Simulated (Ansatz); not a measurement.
Si₂C₃

Input file:

```
crystal:
  lattice:
    - [-1.9772797375, 1.9772797375, 2.7311753892]
    - [1.9772797375, -1.9772797375, 2.7311753892]
    - [1.9772797375, 1.9772797375, -2.7311753892]
  atoms:
    - { symbol: Si, position: [0.5, 0.0, 0.5] }
    - { symbol: Si, position: [0.0, 0.5, 0.5] }
    - { symbol: C, position: [0.5, 0.5, 0.0] }
    - { symbol: C, position: [0.7952189654, 0.7952189654, 0.0] }
    - { symbol: C, position: [0.2047810346, 0.2047810346, 0.0] }
basis:
  ecutwfc: 420
kpoints:
  mp_grid: { grid: [14, 14, 14] }
hamiltonian:
  xc: pbe
scf:
  occupations: { method: gaussian, width: 0.1 }
output:
  forces: true
  stress: true
  eigenvalues: true
  write_density: true
  write_potential: true
  elf: true
  volumetric_format: npy
relax:
  adjacent_minimum: "off"
  f_tol: 0.01
  max_steps: 80
  cell: { stress_tol: 0.05 }
```

Run with:

```sh
ansatz run input.yaml --threads 1 --pin off --max-ram 2560MiB --backend cpu --events-out ev --progress --plain --runs-dir out
```

Below, planes, directions and counts refer to the conventional cell (a = 3.86 Å, b = 3.86 Å, c = 10.18 Å, α = 90.00°, β = 90.00°, γ = 90.00°).

The fields are those of the run's last geometry, not of the input's.

Space group I4/mmm; a structure generated by program, which may or may not match a known phase.

All numbers below come from DFT PBE, scalar-relativistic, plane waves, PAW in Ansatz 0.2.0.

Q: What will maps of the valence pseudo-density and electron localisation function show?

A: C–C (1.45 Å): the density is about 1.9 e/Å³ at the midpoint; the ELF peaks at about 0.85 between the atoms.
Si–C (1.93 Å): ρ is about 0.8 e/Å³ halfway; the ELF peaks at about 0.90 between the atoms.
Si–C (2.06 Å): the density is about 0.58 e/Å³ at the midpoint; the ELF peaks at about 0.70 between the atoms.

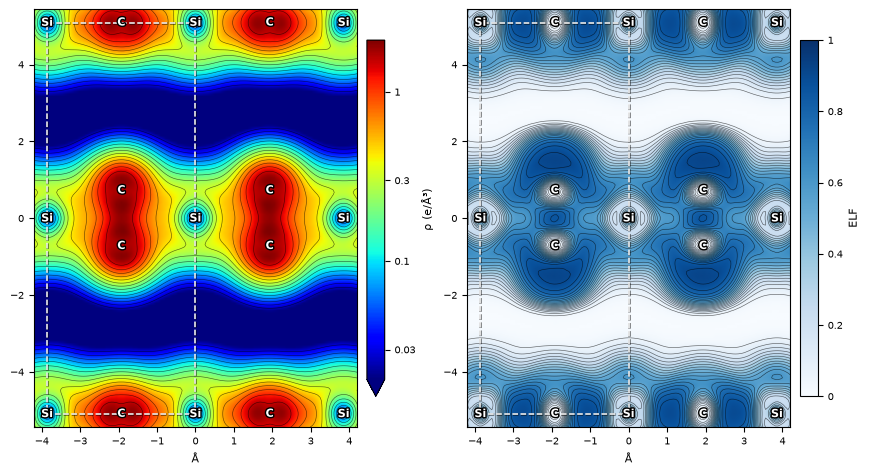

Computed valence pseudo-density and electron localisation function on the (010) plane of the conventional cell, in this order. 

In a PAW calculation such maps are meaningful between the atoms, not at the nuclei.
